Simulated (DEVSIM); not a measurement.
Device: W/SiO2/p-Ge capacitor, at 250 K.

| layer (left to right) | material | thickness (nm) | Na (cm⁻³) |
|---|---|---|---|
| 1 | SiO2 | 26.0 | - |
| 2 | Ge | 17000 | 1.2e15 |

Metal gate on the left, work function 4.6 eV. Fixed charge at the semiconductor interface -5.8e10 cm⁻² (in units of +e); no interface traps.

Constants are typed, rounded textbook-type inputs, not results; the design itself was drawn at random and stands for no fabricated device. Values at 300 K; Nc and Nv go as T^1.5, mobilities as T to minus their exponent, the gap by Varshni's rule with the affinity fixed.

```
parameter         SiO2        Ge
----------------  ----  --------
gap (eV)             9     0.664
affinity (eV)      0.9         4
permittivity       3.9        16
Nc (cm⁻³)            -   1.04e19
Nv (cm⁻³)            -      6e18
Varshni α (eV/K)     -  0.000477
Varshni β (K)        -       235
```

Model (solved in DEVSIM): 1D Poisson equation in equilibrium, Boltzmann statistics, complete ionisation; no quantum confinement or tunnelling. Metal contacts follow the ideal Schottky-Mott rule: no Fermi-level pinning, no interface dipoles.

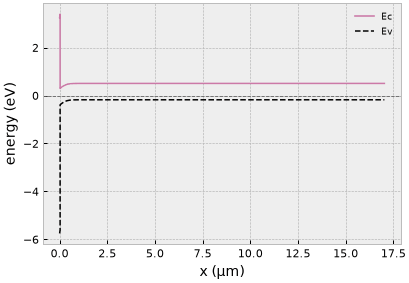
*Band edges at 0.45 V on the gate*

Energies count from the Fermi level of the right contact; mesh points crowd at the junctions.

```json
[
 {"x (μm)": "0.000", "Ec (eV)": "3.250", "Ev (eV)": "-5.750", "n (cm⁻³)": "< 1e2", "p (cm⁻³)": "< 1e2", "field (V/cm)": "56000"},
 {"x (μm)": "0.001944", "Ec (eV)": "3.261", "Ev (eV)": "-5.739", "n (cm⁻³)": "< 1e2", "p (cm⁻³)": "< 1e2", "field (V/cm)": "56000"},
 {"x (μm)": "0.006597", "Ec (eV)": "3.287", "Ev (eV)": "-5.713", "n (cm⁻³)": "< 1e2", "p (cm⁻³)": "< 1e2", "field (V/cm)": "56000"},
 {"x (μm)": "0.01679", "Ec (eV)": "3.344", "Ev (eV)": "-5.656", "n (cm⁻³)": "< 1e2", "p (cm⁻³)": "< 1e2", "field (V/cm)": "56000"},
 {"x (μm)": "0.02422", "Ec (eV)": "3.386", "Ev (eV)": "-5.614", "n (cm⁻³)": "< 1e2", "p (cm⁻³)": "< 1e2", "field (V/cm)": "56000"},
 {"x (μm)": "0.02604", "Ec (eV)": "0.296", "Ev (eV)": "-0.387", "n (cm⁻³)": "8.5e12", "p (cm⁻³)": "7.3e10", "field (V/cm)": "7100"},
 {"x (μm)": "0.02805", "Ec (eV)": "0.298", "Ev (eV)": "-0.385", "n (cm⁻³)": "7.9e12", "p (cm⁻³)": "7.8e10", "field (V/cm)": "7100"},
 {"x (μm)": "0.03728", "Ec (eV)": "0.304", "Ev (eV)": "-0.379", "n (cm⁻³)": "5.9e12", "p (cm⁻³)": "1.1e11", "field (V/cm)": "7000"},
 {"x (μm)": "0.05925", "Ec (eV)": "0.319", "Ev (eV)": "-0.364", "n (cm⁻³)": "2.9e12", "p (cm⁻³)": "2.1e11", "field (V/cm)": "6700"},
 {"x (μm)": "0.1168", "Ec (eV)": "0.355", "Ev (eV)": "-0.327", "n (cm⁻³)": "5.4e11", "p (cm⁻³)": "1.1e12", "field (V/cm)": "5900"},
 {"x (μm)": "0.2791", "Ec (eV)": "0.433", "Ev (eV)": "-0.249", "n (cm⁻³)": "1.5e10", "p (cm⁻³)": "4.3e13", "field (V/cm)": "3700"},
 {"x (μm)": "1.011", "Ec (eV)": "0.505", "Ev (eV)": "-0.178", "n (cm⁻³)": "5.3e8", "p (cm⁻³)": "1.2e15", "field (V/cm)": "30"},
 {"x (μm)": "2.752", "Ec (eV)": "0.505", "Ev (eV)": "-0.178", "n (cm⁻³)": "5.2e8", "p (cm⁻³)": "1.2e15", "field (V/cm)": "≈ 0"},
 {"x (μm)": "7.313", "Ec (eV)": "0.505", "Ev (eV)": "-0.178", "n (cm⁻³)": "5.2e8", "p (cm⁻³)": "1.2e15", "field (V/cm)": "≈ 0"},
 {"x (μm)": "14.43", "Ec (eV)": "0.505", "Ev (eV)": "-0.178", "n (cm⁻³)": "5.2e8", "p (cm⁻³)": "1.2e15", "field (V/cm)": "≈ 0"},
 {"x (μm)": "16.09", "Ec (eV)": "0.505", "Ev (eV)": "-0.178", "n (cm⁻³)": "5.2e8", "p (cm⁻³)": "1.2e15", "field (V/cm)": "≈ 0"},
 {"x (μm)": "16.68", "Ec (eV)": "0.505", "Ev (eV)": "-0.178", "n (cm⁻³)": "5.2e8", "p (cm⁻³)": "1.2e15", "field (V/cm)": "≈ 0"},
 {"x (μm)": "16.90", "Ec (eV)": "0.505", "Ev (eV)": "-0.178", "n (cm⁻³)": "5.2e8", "p (cm⁻³)": "1.2e15", "field (V/cm)": "≈ 0"},
 {"x (μm)": "16.99", "Ec (eV)": "0.505", "Ev (eV)": "-0.178", "n (cm⁻³)": "5.2e8", "p (cm⁻³)": "1.2e15", "field (V/cm)": "≈ 0"},
 {"x (μm)": "17.02", "Ec (eV)": "0.505", "Ev (eV)": "-0.178", "n (cm⁻³)": "5.2e8", "p (cm⁻³)": "1.2e15", "field (V/cm)": "≈ 0"},
 {"x (μm)": "17.02", "Ec (eV)": "0.505", "Ev (eV)": "-0.178", "n (cm⁻³)": "5.2e8", "p (cm⁻³)": "1.2e15", "field (V/cm)": "≈ 0"},
 {"x (μm)": "17.03", "Ec (eV)": "0.505", "Ev (eV)": "-0.178", "n (cm⁻³)": "5.2e8", "p (cm⁻³)": "1.2e15", "field (V/cm)": "≈ 0"}
]
```
